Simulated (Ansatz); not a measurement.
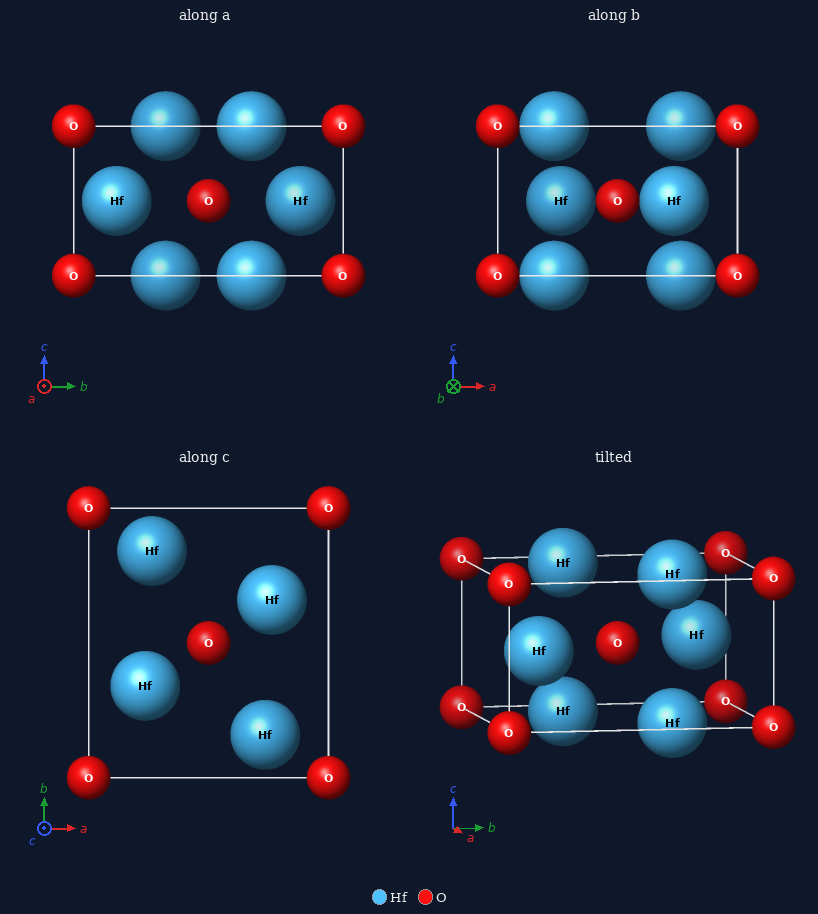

The image is a spheres-only drawing of a crystal, viewed along the a axis, along the b axis, along the c axis and slightly off an axis. One conventional unit cell is framed, with atoms on its boundary repeated.

Lattice parameters: a = 5.1048 Å, b = 5.7382 Å, c = 3.1800 Å, α = 90.000°, β = 90.000°, γ = 90.000°.

### Put the structure into a CIF in P1 with every atom of the cell, with free fractional coordinates to two decimals.

```cif
data_structure
_symmetry_space_group_name_H-M 'P 1'
_symmetry_Int_Tables_number 1
_cell_length_a 5.1048
_cell_length_b 5.7382
_cell_length_c 3.1800
_cell_angle_alpha 90.000
_cell_angle_beta 90.000
_cell_angle_gamma 90.000
_cell_volume 93.15
loop_
_atom_site_label
_atom_site_type_symbol
_atom_site_fract_x
_atom_site_fract_y
_atom_site_fract_z
_atom_site_occupancy
Hf1 Hf 0.24 0.34 0.00 1
Hf2 Hf 0.76 0.66 0.00 1
Hf3 Hf 0.74 0.16 0.50 1
Hf4 Hf 0.26 0.84 0.50 1
O1 O 0.00 0.00 0.00 1
O2 O 0.50 0.50 0.50 1
```

The model was built from a structure type filled with these elements by a generator (whether the compound takes this form wasn't checked). It is drawn as it came out of a relaxation with Ansatz, DFT PBE, scalar-relativistic, plane waves, PAW.
